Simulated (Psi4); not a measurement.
# U-r2SCAN-3c/def2-mTZVPP (core potential) run of SnH2F (SMILES [F][SnH2])

What is the energy change on altering one bond length of SnH2F at U-r2SCAN-3c/def2-mTZVPP (core potential)? 

The results are computed with Psi4 1.11.

3 further runs of the same task are left out: 3 set aside as unsound or not needed.

## Step 1: Starting point

SnH2F: 4 atoms, total charge 0, spin state doublet. SMILES: `[F][SnH2]`. The shape is that of a PBE0-D4/def2-TZVP optimisation.

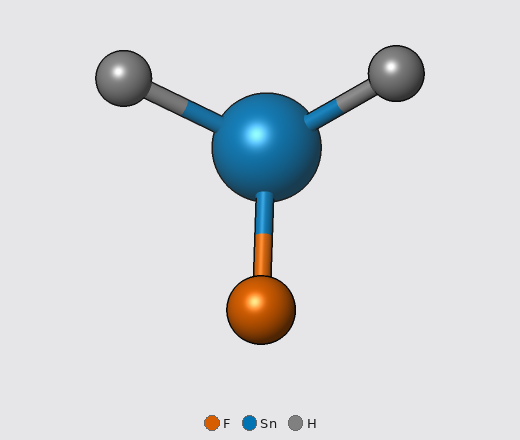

The structure, seen from a chosen angle (fluorine orange, tin blue, hydrogen grey).

## Step 2: The energy at U-r2SCAN-3c/def2-mTZVPP (core potential)

run.py reads:

```python
import psi4

psi4.set_memory(1600000000)
psi4.set_num_threads(1)
psi4.core.set_output_file('run.log', False)

m = psi4.geometry("""
0 2
F
Sn 1 1.9318
H 2 1.726384 1 103.33191
H 2 1.726338 3 113.26008 1 111.0924
""")

psi4.set_options({
    'reference': 'uks',
    'scf_type': 'pk',
})

E = psi4.energy('R2SCAN-3C')
print(f'R2SCAN-3C energy: {E:.10f} Eh')
for k, v in sorted(psi4.core.scalar_variables().items()):
    print(f'{k:45s} {v:18.10f}')
```

Run with:

```
$ python run.py
```

run.log:

```text
[...]
    !!!  WARNING: ECP capability is in beta. Please check occupations closely.  !!!
[...]
  Running in c1 symmetry.
[...]
  Nuclear repulsion =   71.224956276788845
[...]
  Multiplicity = 2
[...]
  Nalpha       = 17
  Nbeta        = 16
[...]
    Number of basis functions: 70
[...]
   @UKS iter   1:  -315.19471133514918   -1.15163e+00   1.06068e-02 DIIS/ADIIS
[...]
   @UKS iter   9:  -315.40256401224411   -1.30423e-08   4.37555e-07 DIIS
[...]
   @S^2 Observed:                7.526861712E-01
[...]
    Orbital Energies [Eh]
    ---------------------
    Alpha Occupied:
       1A    -24.430822     2A     -5.062998     3A     -3.404063
       4A     -3.402517     5A     -3.398917     6A     -1.092316
       7A     -0.991689     8A     -0.991434     9A     -0.988535
      10A     -0.987399    11A     -0.973904    12A     -0.493865
      13A     -0.363342    14A     -0.354025    15A     -0.340080
      16A     -0.307937    17A     -0.218628
    Alpha Virtual:
      18A     -0.048159    19A      0.009714    20A      0.025978
      21A      0.106119    22A      0.113877    23A      0.126869
      24A      0.163977    25A      0.175838    26A      0.179992
[...]
  @UKS Final Energy:  -315.40256401224411
   => Energetics <=
    Nuclear Repulsion Energy =             71.2249562767888449
    One-Electron Energy =                -659.3643499036156754
    Two-Electron Energy =                 302.0506057169981773
    DFT Exchange-Correlation Energy =     -29.3166759110723589
    Empirical Dispersion Energy =           0.0028998086569152
    VV10 Nonlocal Energy =                  0.0000000000000000
    Total Energy =                       -315.4025640122441132
[...]
 Multipole Moments:
 ------------------------------------------------------------------------------------
     Multipole            Electronic (a.u.)      Nuclear  (a.u.)        Total (a.u.)
 ------------------------------------------------------------------------------------
 L = 1.  Multiply by 2.5417464519 to convert [e a0] to [Debye]
 Dipole X            :          2.1948273           -2.1363690            0.0584583
 Dipole Y            :          1.3125540           -1.2775181            0.0350359
 Dipole Z            :         16.4787579          -15.4638787            1.0148791
 Magnitude           :                                                    1.0171650
[...]
```

On the terminal:

```text
R2SCAN-3C energy: -315.4025640122 Eh
CURRENT ENERGY                                   -315.4025640122
CURRENT REFERENCE ENERGY                         -315.4025640122
DD SOLVATION ENERGY                                 0.0000000000
DFT FUNCTIONAL TOTAL ENERGY                      -315.4054638209
DFT TOTAL ENERGY                                 -315.4025640122
DFT VV10 ENERGY                                     0.0000000000
DFT XC ENERGY                                     -29.3166759111
DISPERSION CORRECTION ENERGY                        0.0028998087
GRID ELECTRONS ALPHA                               17.0000031566
GRID ELECTRONS BETA                                16.0000021185
GRID ELECTRONS TOTAL                               33.0000052751
NUCLEAR REPULSION ENERGY                           71.2249562768
ONE-ELECTRON ENERGY                              -659.3643499036
PCM POLARIZATION ENERGY                             0.0000000000
PE ENERGY                                           0.0000000000
R2SCAN3C DISPERSION CORRECTION ENERGY              -0.0004294197
SCF ITERATION ENERGY                             -315.4025640122
SCF ITERATIONS                                      9.0000000000
SCF TOTAL ENERGY                                 -315.4025640122
TWO-ELECTRON ENERGY                               302.0506057170
XC GRID RADIAL POINTS                              75.0000000000
XC GRID SPHERICAL POINTS                          302.0000000000
XC GRID TOTAL POINTS                            87626.0000000000
```

Wall time 9 s (1 thread of Intel Xeon 6975P-C (Granite Rapids), shared host); peak memory 0.63 GiB.

## Step 3: The distorted shape at the same level

input.json reads:

```json
{
  "schema_name": "qcschema_input",
  "schema_version": 1,
  "molecule": {
    "schema_name": "qcschema_molecule",
    "schema_version": 2,
    "symbols": ["F", "Sn", "H", "H"],
    "geometry": [-2.71551754, -0.5125712, 1.39833308, 0.27195049, -0.61121491, -0.69737319, 2.2376247, -1.99252723, 0.99040546, 0.96623586, 2.54160416, -1.16678116],
    "molecular_charge": 0,
    "molecular_multiplicity": 2
  },
  "driver": "energy",
  "model": {
    "method": "r2scan-3c",
    "basis": "(auto)"
  },
  "keywords": {
    "reference": "uks",
    "scf_type": "pk"
  }
}
```

Run with:

```
$ psi4 --qcschema input.json -n 1 --memory 1600MB
```

stdout:

```text
[...]
    !!!  WARNING: ECP capability is in beta. Please check occupations closely.  !!!
[...]
  Running in c1 symmetry.
[...]
  Nuclear repulsion =   72.061492369745480
[...]
  Multiplicity = 2
[...]
  Nalpha       = 17
  Nbeta        = 16
[...]
    Number of basis functions: 70
[...]
   @UKS iter   1:  -315.18387427077266   -1.15010e+00   1.07101e-02 DIIS/ADIIS
[...]
   @UKS iter   9:  -315.39372482254942   -2.70260e-08   9.63463e-07 DIIS
[...]
   @S^2 Observed:                7.521809136E-01
[...]
    Orbital Energies [Eh]
    ---------------------
    Alpha Occupied:
       1A    -24.428305     2A     -5.061726     3A     -3.402696
       4A     -3.401364     5A     -3.397956     6A     -1.090263
       7A     -0.994519     8A     -0.990185     9A     -0.987944
      10A     -0.986670    11A     -0.973527    12A     -0.503879
      13A     -0.364843    14A     -0.354874    15A     -0.338189
      16A     -0.308309    17A     -0.215841
    Alpha Virtual:
      18A     -0.048248    19A      0.018720    20A      0.046810
      21A      0.107966    22A      0.113973    23A      0.125550
      24A      0.166123    25A      0.176922    26A      0.179944
[...]
  @UKS Final Energy:  -315.39372482254942
   => Energetics <=
    Nuclear Repulsion Energy =             72.0614923697454799
    One-Electron Energy =                -660.9976633333997142
    Two-Electron Energy =                 302.8895385495906680
    DFT Exchange-Correlation Energy =     -29.3500136029135170
    Empirical Dispersion Energy =           0.0029211944277226
    VV10 Nonlocal Energy =                  0.0000000000000000
    Total Energy =                       -315.3937248225494159
[...]
 Multipole Moments:
 ------------------------------------------------------------------------------------
     Multipole            Electronic (a.u.)      Nuclear  (a.u.)        Total (a.u.)
 ------------------------------------------------------------------------------------
 L = 1.  Multiply by 2.5417464519 to convert [e a0] to [Debye]
 Dipole X            :         12.4397031          -11.5635647            0.8761385
 Dipole Y            :         -1.9326449            1.8023260           -0.1303188
 Dipole Z            :        -11.0360375           10.4682153           -0.5678222
 Magnitude           :                                                    1.0521519
[...]
```

The result, in JSON:

```text
{
 "driver": "energy",
 "model": {
  "method": "r2scan-3c",
  "basis": "(auto)"
 },
 "success": true,
 "return_result": -315.3937248225494,
 "properties": {
  "calcinfo_nbasis": 70,
  "calcinfo_nmo": 70,
  "calcinfo_nalpha": 17,
  "calcinfo_nbeta": 16,
  "calcinfo_natom": 4,
  "nuclear_repulsion_energy": 72.06149236974548,
  "return_energy": -315.3937248225494,
  "scf_one_electron_energy": -660.9976633333997,
  "scf_two_electron_energy": 302.88953854959067,
  "scf_xc_energy": -29.350013602913517,
  "scf_dispersion_correction_energy": 0.0029211944277226297,
  "scf_dipole_moment": [0.876138471152327, -0.13031883491460894, -0.5678221847057614],
  "scf_total_energy": -315.3937248225494,
  "scf_iterations": 9
 }
}
```

It took 8.1 s on 1 thread of Intel Xeon 6975P-C (Granite Rapids), shared host; peak memory 0.63 GiB.

## Step 4: What came out

Level: U-r2SCAN-3c/def2-mTZVPP (core potential).

```
                                                          quantity          value
                                         first shape: total energy  -315.40256 Eh
                                        first shape: dipole moment         2.59 D
                   first shape: HOMO energy (highest over α and β)       -5.95 eV
                    first shape: LUMO energy (lowest over α and β)       -4.11 eV
                                                 first shape: ⟨S²⟩          0.753
                                     distorted shape: total energy  -315.39372 Eh
                                    distorted shape: dipole moment         2.67 D
               distorted shape: HOMO energy (highest over α and β)       -5.87 eV
                distorted shape: LUMO energy (lowest over α and β)       -3.98 eV
                                             distorted shape: ⟨S²⟩          0.752
energy change with the Sn2–H3 bond shortened from 1.726 to 1.554 Å       0.241 eV
```

In words: With the Sn2–H3 bond shortened from 1.726 to 1.554 Å the energy rises by 0.24 eV (23.2 kJ/mol). The first shape isn't relaxed at this level, so the change isn't measured from a minimum.
